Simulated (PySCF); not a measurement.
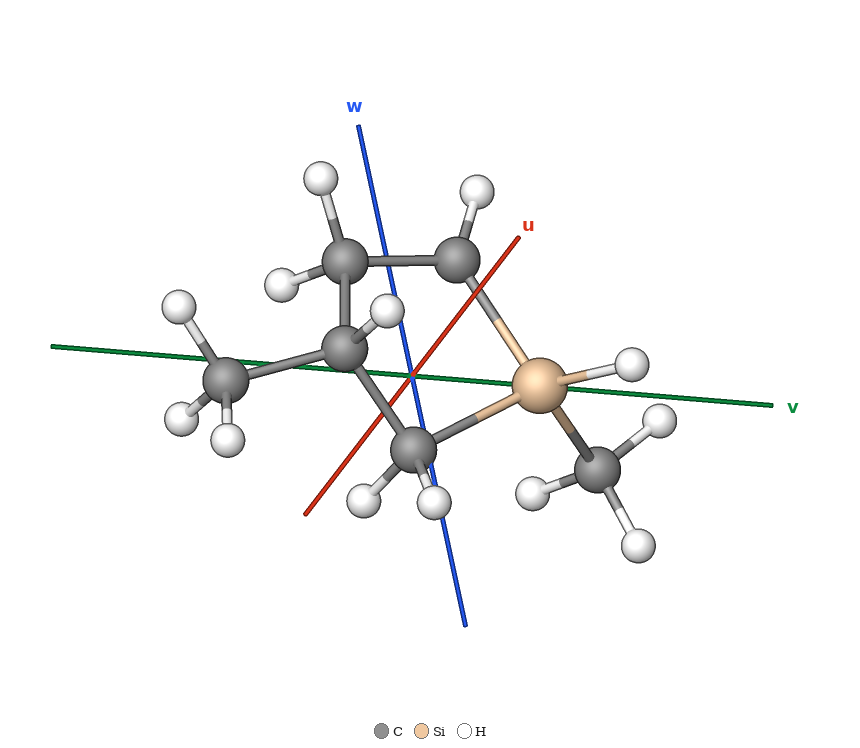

The lines u, v and w are the principal axes of the g tensor. The species is neutral and a spin doublet. The geometry was computed by an optimisation with GFN2-xTB. No frequency run is at hand to confirm it as a minimum. Method: UKS B3LYP, pcH-1 on C H Si, non-relativistic, mean-field spin-orbit, GIAO (PySCF 2.14.0).

Along which axis does g lie farthest from the free-electron value?

Along w: the shift is 697 ppm.

Give the principal values and shifts.

| axis | g | shift (ppm) |
| --- | --- | --- |
| u | 2.00222 | −96 |
| v | 2.00264 | 320 |
| w | 2.00302 | 697 |

The geometry is semi-empirical. Around Si such bond lengths and angles can be off by a tenth of an ångström or more and by several degrees, and values that hang on the shape move with them.
